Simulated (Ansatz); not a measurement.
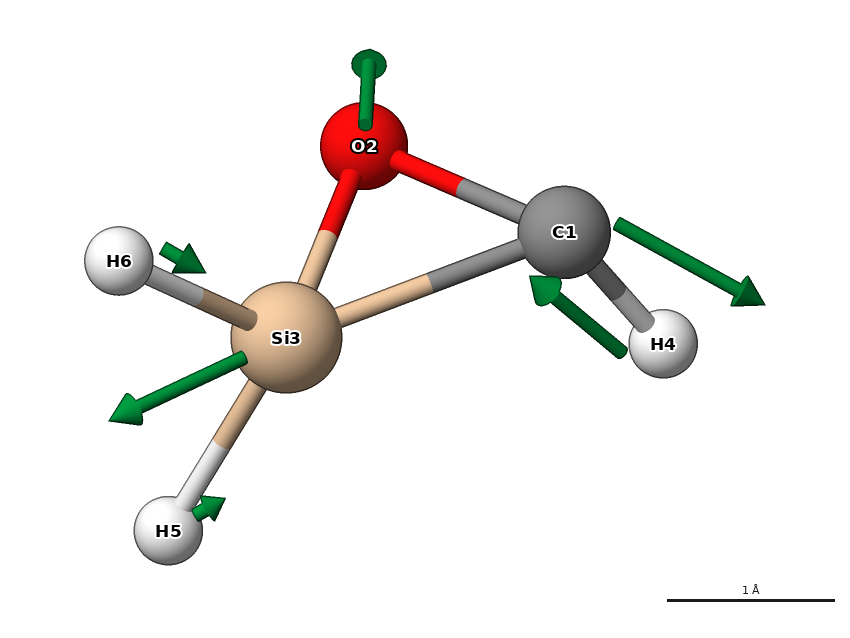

Arrows show the forces on the atoms, 1 Å of arrow for 1 eV/Å; forces under a tenth of the largest aren't drawn. The species has charge −1 and is a spin singlet. Level of theory: BHLYP-D4/def2-TZVPPD (Ansatz 0.2.0).

List the force components in the frame of the picture (x right, y up, z towards the viewer), in eV/Å.

```
atom     Fx     Fy     Fz
  C1   0.90  −0.49  −0.18
  O2   0.03   0.46  −0.73
 Si3  −0.82  −0.38   0.35
  H4  −0.56   0.47   0.50
  H5   0.19   0.11   0.04
  H6   0.27  −0.15   0.02
```
